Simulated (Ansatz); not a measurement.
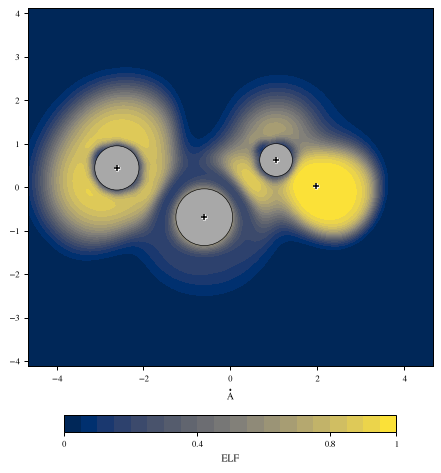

The electron localisation function on a plane through atoms (crosses mark nuclei in the plane; grey discs cover the cores).

Computed with RKS PBE0-D4/def2-TZVPP in Ansatz.

Candidates:
A. CH5BO2S (SMILES CSB(O)O)
B. CH5ClGeO2 (SMILES C[O][GeH]([OH])[Cl])
C. CH3Cl3Sn (SMILES [CH3][Sn]([Cl])([Cl])[Cl])

> Which system is this?

Candidate C: CH3Cl3Sn on the plane of atoms C1, Sn2 and Cl5, which holds C, Sn, Cl and H. C–Sn (2.11 Å): the ELF peaks at about 0.90 in the valence shell of C, 0.7 Å from its nucleus, and drops to about 0.20 between the two atoms. Sn–Cl (2.31 Å): the ELF peaks at about 0.80 in the valence shell of Cl, 0.9 Å from its nucleus, and drops to about 0.15 between the two atoms.
